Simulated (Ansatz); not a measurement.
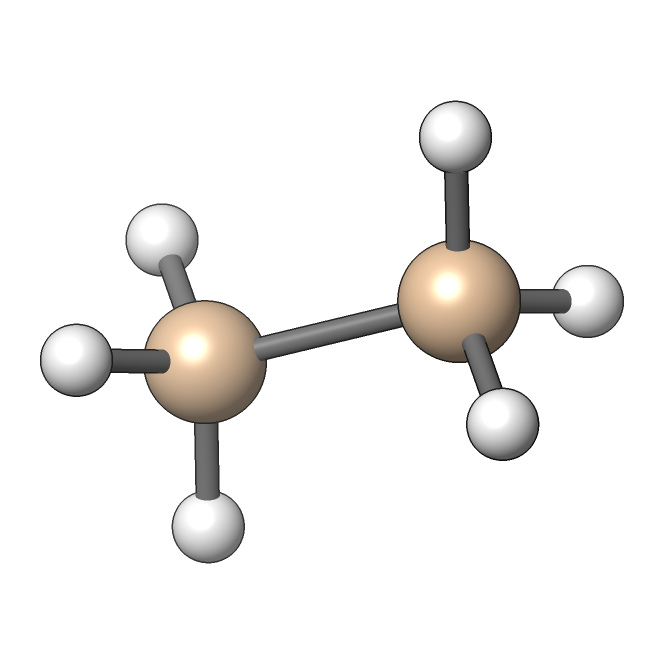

The picture shows a molecular structure as a ball-and-stick model. Every bond is drawn as one stick, whatever its order. Colours: silicon light orange, hydrogen white.

**Which formula does it have?**

Si2H6, 8 atoms: 2 silicon and 6 hydrogen.

**Count the bonded pairs by element.**

6 Si–H, 1 Si–Si. Sticks follow a distance rule.

More results for the same structure follow; atom numbers are the same in all pictures, views and colours differ. The computed structure is the end point of a PBE0-D4/def2-TZVP optimisation.

## Geometry

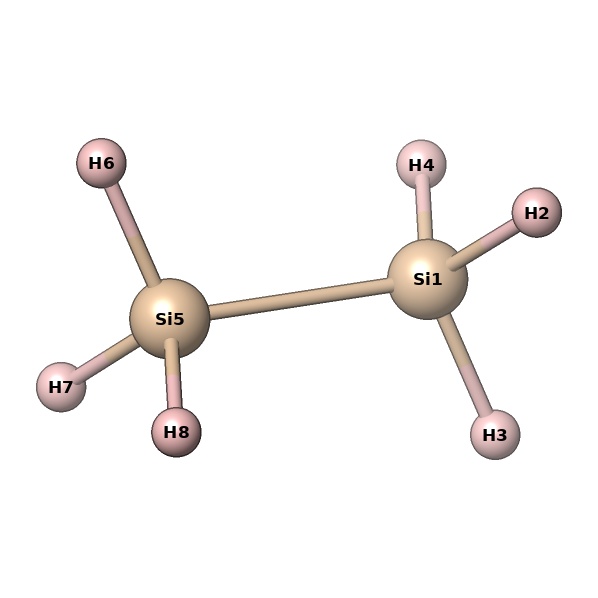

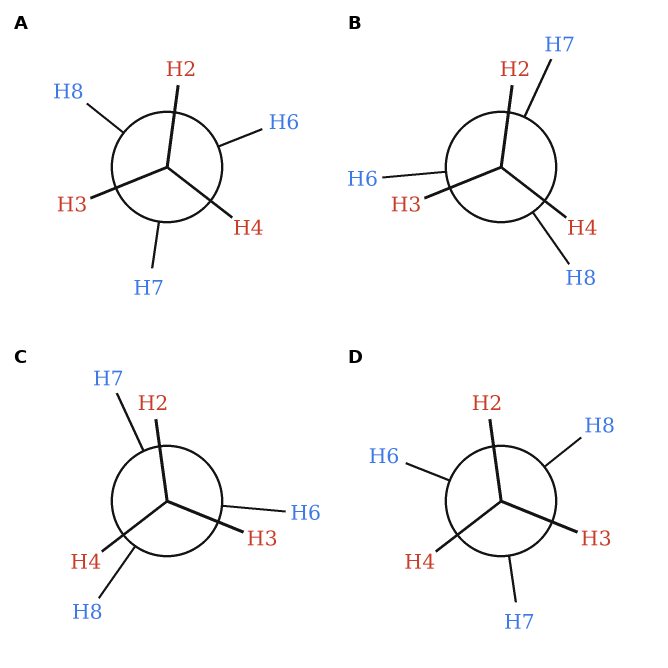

Atoms fade into the background with distance from the viewer. Bonds that would overlap in a projection are set slightly apart.

**Which Newman projection shows the view along Si1–Si5, with Si1 in front?**

A. The torsion angle H2–Si1–Si5–H6 is 61°, synclinal (gauche).

## Vibrations

Harmonic vibrations computed with RKS PBE0-D4/def2-TZVP (Ansatz 0.2.0) at a stationary point of the same level.

**How many vibrational modes are there, and where do they lie?**

18 modes: 135, 362, 362, 433, 625, 625, 836, 910, 932, 932, 946, 946, 2212, 2220, 2222, 2222, 2232, 2232 cm⁻¹.

## Charges

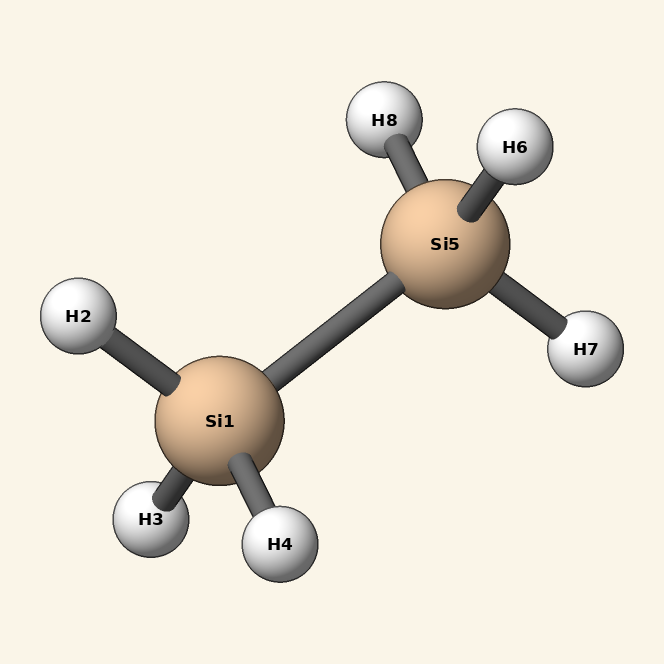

The questions are on Mulliken charges. Properties computed with RKS PBE0-D4/def2-TZVP (Ansatz 0.2.0).

Give the Mulliken charges atom by atom.

```tsv
atom	value (e)
Si1	0.03
H2	−0.01
H3	−0.01
H4	−0.01
Si5	0.03
H6	−0.01
H7	−0.01
H8	−0.01
```

## Electronic properties

Level of theory: RKS r2SCAN-D4/def2-TZVPP (Ansatz 0.2.0).

**Give the dispersion correction at this level.**

−2.9 kJ/mol.

Mulliken values depend strongly on the basis set and can even reverse the polarity of a bond.
